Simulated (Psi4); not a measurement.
# UM06-L/aug-cc-pVTZ run of SiCl (SMILES [Si]Cl)

Aim: the vertical doublet–quartet gap of SiCl at UM06-L/aug-cc-pVTZ, from 2 runs. 

The results are computed with Psi4 1.11.

3 further runs of the same task are left out: 3 that didn't finish.

**1. The system as given**

The species is SiCl (2 atoms), meant as a doublet with charge 0. As SMILES, `[Si]Cl`. The coordinates come from a PBE0-D4/def2-TZVP relaxation.

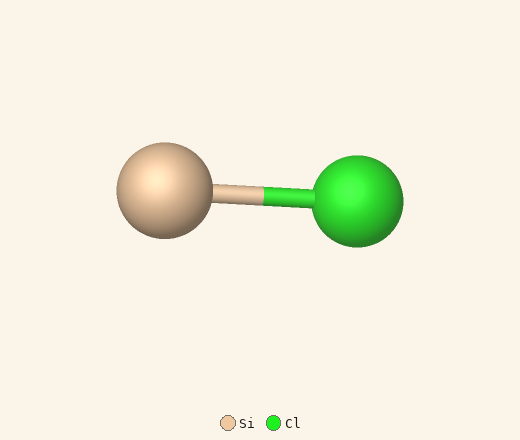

Viewed from a chosen angle; silicon light orange, chlorine green.

**2. A single-point energy at UM06-L/aug-cc-pVTZ**

The input, clsi.dat:

```
memory 2200 mb

molecule m {
  0 2
  Si     0.881810    -0.293660     0.452120
  Cl    -0.881810     0.293660    -0.452120
  symmetry c1
}

set basis aug-cc-pVTZ
set reference uks
set puream true
set e_convergence 1e-09
set d_convergence 1e-08
set scf_type pk
set dft_radial_points 99
set dft_spherical_points 590
set maxiter 100

e_tot, wfn = energy("m06-l", return_wfn=True)
oeprop(wfn, "LOWDIN_CHARGES", "MULLIKEN_CHARGES", "DIPOLE")
```

The run is started by

```sh
psi4 clsi.dat clsi.out -n 1
```

clsi.out:

```text
[...]
  Running in c1 symmetry.
[...]
  Nuclear repulsion =   60.927613994992669
[...]
  Multiplicity = 2
[...]
  Nalpha       = 16
  Nbeta        = 15
[...]
    Number of basis functions: 100
[...]
   @UKS iter   1:  -749.63490892270636   -2.51172e-01   3.27712e-03 DIIS/ADIIS
[...]
   @UKS iter  22:  -749.67686447830943   -4.68390e-11   4.70598e-09 DIIS
[...]
   @S^2 Observed:                7.564533728E-01
[...]
    Orbital Energies [Eh]
    ---------------------
    Alpha Occupied:
       1A   -101.202201     2A    -65.888583     3A     -9.419881
       4A     -7.124521     5A     -7.121665     6A     -7.120195
       7A     -5.288685     8A     -3.603833     9A     -3.596912
      10A     -3.595828    11A     -0.805565    12A     -0.464334
      13A     -0.331802    14A     -0.328291    15A     -0.307526
      16A     -0.153558
    Alpha Virtual:
      17A     -0.132753    18A     -0.017995    19A      0.016161
      20A      0.019310    21A      0.022789    22A      0.035982
      23A      0.063732    24A      0.082710    25A      0.083344
[...]
  @UKS Final Energy:  -749.67686447830943
   => Energetics <=
    Nuclear Repulsion Energy =             60.9276139949926687
    One-Electron Energy =               -1157.8325157594642860
    Two-Electron Energy =                 396.3443125502501516
    DFT Exchange-Correlation Energy =     -49.1162752640880029
    Empirical Dispersion Energy =           0.0000000000000000
    VV10 Nonlocal Energy =                  0.0000000000000000
    Total Energy =                       -749.6768644783094260
[...]
 Multipole Moments:
 ------------------------------------------------------------------------------------
     Multipole            Electronic (a.u.)      Nuclear  (a.u.)        Total (a.u.)
 ------------------------------------------------------------------------------------
 L = 1.  Multiply by 2.5417464519 to convert [e a0] to [Debye]
 Dipole X            :          0.0000000            0.0000000            0.0000000
 Dipole Y            :         -0.0000000            0.0000000           -0.0000000
 Dipole Z            :         -0.5938380            0.8660898            0.2722519
 Magnitude           :                                                    0.2722519
[...]
  Mulliken Charges: (a.u.)
   Center  Symbol    Alpha    Beta     Spin     Total
       1    SI     7.36630  6.40234  0.96397  0.23136
       2    CL     8.63370  8.59766  0.03603 -0.23136
   Total alpha = 16.00000, Total beta = 15.00000, Total charge = -0.00000
  Lowdin Charges: (a.u.)
   Center  Symbol    Alpha    Beta     Spin     Total
       1    SI     7.48424  6.65452  0.82972 -0.13875
       2    CL     8.51576  8.34548  0.17028  0.13875
  Total alpha = 16.00000, Total beta = 15.00000, Total charge = -0.00000
[...]
```

Wall time 49 s (1 thread of Intel Xeon at 2.70GHz, shared host); peak memory 1.4 GiB.

**3. The quartet: energy and gradient at UM06-L/aug-cc-pVTZ**

The input, job.py:

```python
import psi4

psi4.set_memory(2200000000)
psi4.set_num_threads(1)
psi4.set_output_file('run.log', False)

m = psi4.geometry("""
0 4
Si     1.66637939    -0.55493697     0.85438298
Cl    -1.66637939     0.55493697    -0.85438298
units bohr
symmetry c1
""")

psi4.set_options({
    'basis': 'aug-cc-pVTZ',
    'reference': 'uks',
    'puream': True,
    'e_convergence': 1e-09,
    'd_convergence': 1e-08,
    'scf_type': 'pk',
    'dft_radial_points': 99,
    'dft_spherical_points': 590,
    'maxiter': 100,
})

e, wfn = psi4.gradient('M06-L', return_wfn=True)
psi4.oeprop(wfn, 'QUADRUPOLE', 'MAYER_INDICES', 'WIBERG_LOWDIN_INDICES')
print('gradient / Eh bohr^-1')
print(e.np.round(6))
print(f'energy = {wfn.energy():.10f} Eh')
```

The run is started by

```sh
python job.py
```

run.log (excerpt; [...] marks lines left out):

```text
[...]
  Running in c1 symmetry.
[...]
  Nuclear repulsion =   60.927614098545583
[...]
  Multiplicity = 4
[...]
  Nalpha       = 17
  Nbeta        = 14
[...]
    Number of basis functions: 100
[...]
   @UKS iter   1:  -749.52184460916430   -1.38108e-01   3.07733e-03 ADIIS/DIIS
[...]
   @UKS iter  12:  -749.56505047505527   -2.38742e-12   3.86525e-09 DIIS
[...]
   @S^2 Observed:                3.755272020E+00
[...]
  @UKS Final Energy:  -749.56505047505527
   => Energetics <=
    Nuclear Repulsion Energy =             60.9276140985455825
    One-Electron Energy =               -1157.2412549966838924
    Two-Electron Energy =                 395.8915308988831043
    DFT Exchange-Correlation Energy =     -49.1429404757999606
    Empirical Dispersion Energy =           0.0000000000000000
    VV10 Nonlocal Energy =                  0.0000000000000000
    Total Energy =                       -749.5650504750552727
[...]
  -Total Gradient:
     Atom            X                  Y                   Z
    ------   -----------------  -----------------  -----------------
       1        0.000000000000    -0.000000000000     0.003461455438
       2        0.000000000001     0.000000000000    -0.003352102803
[...]
 Multipole Moments:
 ------------------------------------------------------------------------------------
     Multipole            Electronic (a.u.)      Nuclear  (a.u.)        Total (a.u.)
 ------------------------------------------------------------------------------------
 L = 1.  Multiply by 2.5417464519 to convert [e a0] to [Debye]
 Dipole X            :          0.0000000            0.0000000            0.0000000
 Dipole Y            :         -0.0000000            0.0000000           -0.0000000
 Dipole Z            :         -0.6057073            0.8660898            0.2603825
 Magnitude           :                                                    0.2603825
 L = 2.  Multiply by 1.3450342976 to convert [e a0^2] to [Debye ang]
 Quadrupole XX       :        -19.8882446            0.0000000          -19.8882446
 Quadrupole XY       :         -0.0000000            0.0000000           -0.0000000
[...]
```

Standard output:

```text
gradient / Eh bohr^-1
[[ 0.       -0.        0.003461]
 [ 0.        0.       -0.003352]]
energy = -749.5650504751 Eh
```

It took 78 s on 1 thread of Intel Xeon at 2.70GHz, shared host; peak memory 1.4 GiB.

**4. Summary of results**

At UM06-L/aug-cc-pVTZ:

```
                                        quantity          value
                           doublet: total energy  -749.67686 Eh
                          doublet: dipole moment         0.69 D
     doublet: HOMO energy (highest over α and β)       -4.18 eV
      doublet: LUMO energy (lowest over α and β)       -3.61 eV
                                   doublet: ⟨S²⟩          0.756
                           quartet: total energy  -749.56505 Eh
                          quartet: dipole moment         0.66 D
     quartet: HOMO energy (highest over α and β)       -4.79 eV
                                   quartet: ⟨S²⟩          3.755
               quartet: largest force on an atom     0.178 eV/Å
vertical energy of the quartet above the doublet       3.043 eV
```

**Reading.** At this shape the quartet lies 3.04 eV (70 kcal/mol) above the doublet.
